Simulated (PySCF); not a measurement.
**I$_{2}$Pb (charge +2): density, localisation and related maps**

```xyz
3

Pb    0.0000    0.0000    0.0000
I     0.0000    0.0000    2.6831
I     0.0000    0.0000   -2.6831
```

Core potentials replace the inner electrons of Pb and I.

Computed with RKS BP86, Pb def2-SVP with ECP60, I def2-SVP with ECP28; non-relativistic Hamiltonian with scalar-relativistic core potentials where named; density fitting in PySCF.

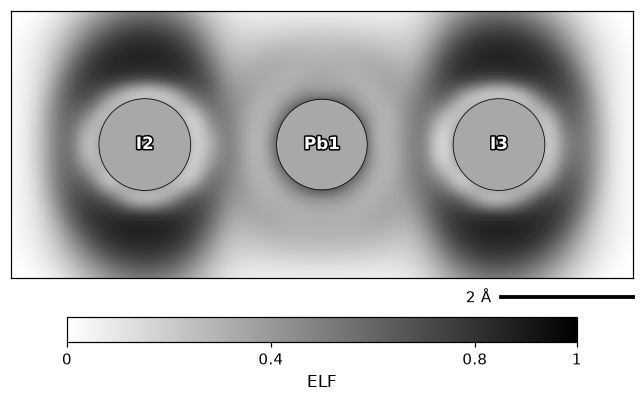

Figure 1. Electron localisation function on a plane that holds the molecular axis. Grey discs cover the atomic cores.

What does the map show?

- Atoms in the plane: Pb and I.
- Pb–I (2.68 Å): the ELF is about 0.45 at the midpoint.
- The ELF also peaks beside I2 and I3, away from the bonds: lone-pair regions.

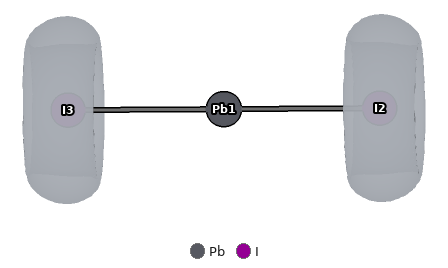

Figure 2. Isosurface of the ELF at 0.8 (grey), seen from one side. Only the valence region is drawn (cores and ρ < 0.01 e/Å³ removed).

Identify the bonds, lone pairs and shells in this picture.

At this value the surface marks out two regions wrapped around I (the valence shell of each).

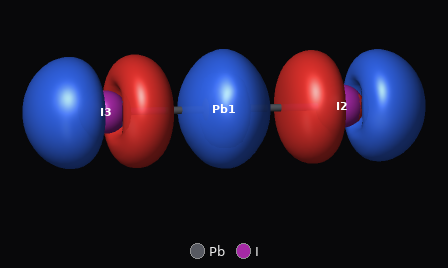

Figure 3. The LUMO at ±0.1 Å⁻³ᐟ² (blue and red are the two phases), seen from one side.

Where does this orbital lie, and at what energy?

By Hirshfeld shares it lies mainly on I2 (about 40 %), I3 (about 40 %) and Pb1 (about 20 %); it is of σ type; it is gerade (even under inversion). Its energy is −16.42 eV.
